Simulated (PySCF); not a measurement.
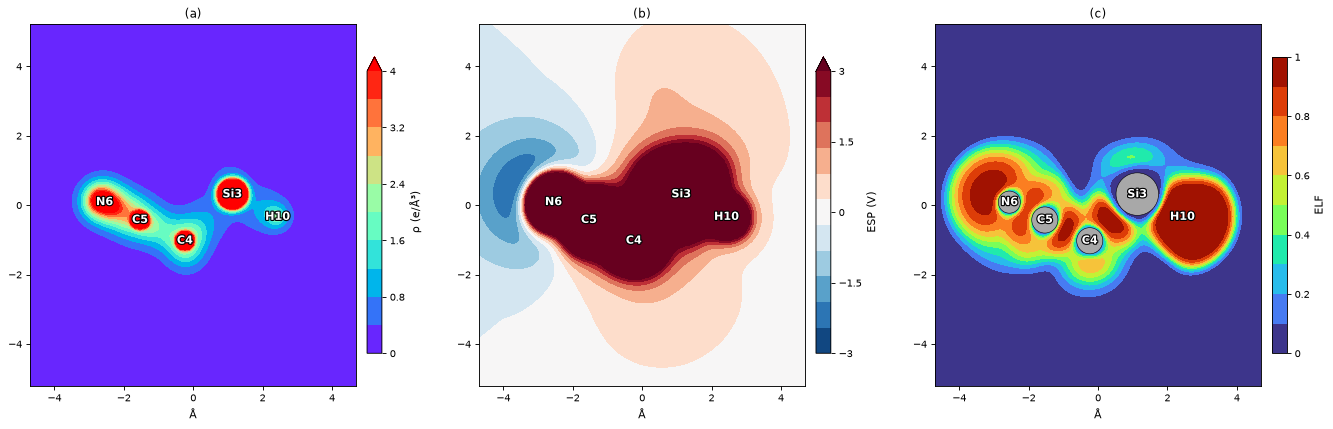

*C$_{3}$H$_{6}$N$_{2}$Si (SMILES C=N[SiH2]CC#N). (a) total electron density; (b) electrostatic potential; (c) ELF on the plane of atoms Si3, C4 and C5. Grey discs cover the atomic cores in the ELF map.*

Geometry: GFN2-xTB.

Level of theory: PBE0/pcSseg-1, SCF density, gas phase, non-relativistic in PySCF 2.14.0.

```
atom    x (Å)    y (Å)    z (Å)
   C  -2.1559  -0.7221   0.3782
   N  -1.3064  -0.1884  -0.3633
  Si  -0.1238   1.0457  -0.2092
   C   1.5156   0.1136  -0.5713
   C   1.8037  -0.8224   0.4642
   N   2.0028  -1.5655   1.3126
   H  -2.3417  -0.4431   1.4179
   H  -2.7718  -1.5269  -0.0159
   H   0.0232   1.7717   1.0564
   H  -0.4156   1.9323  -1.3318
   H   2.3358   0.8273  -0.6468
   H   1.4353  -0.4228  -1.5170
```

Read the bonding off the picture.

Answer. The section cuts through Si, C, N and H sites. C–N (1.15 Å): the density is about 3.6 e/Å³ at the midpoint; the ELF peaks at about 0.85 between the atoms (a multiple bond). C–C (1.43 Å): the density is about 1.9 e/Å³ at the midpoint; the ELF peaks at about 0.95 between the atoms (localised, covalent bonding). C–Si (1.92 Å): ρ at the midpoint is about 0.88 e/Å³; the ELF peaks at about 0.95 between the atoms: a shared electron pair. Si–H (1.46 Å): ρ at the midpoint is about 0.82 e/Å³; the ELF climbs to about 1 towards the hydrogen, as it does in any bond to H. The ELF also peaks beside N6, away from the bonds: lone-pair regions. Outside the dense part of the molecule the potential is most negative (−2.4 V) near N6.
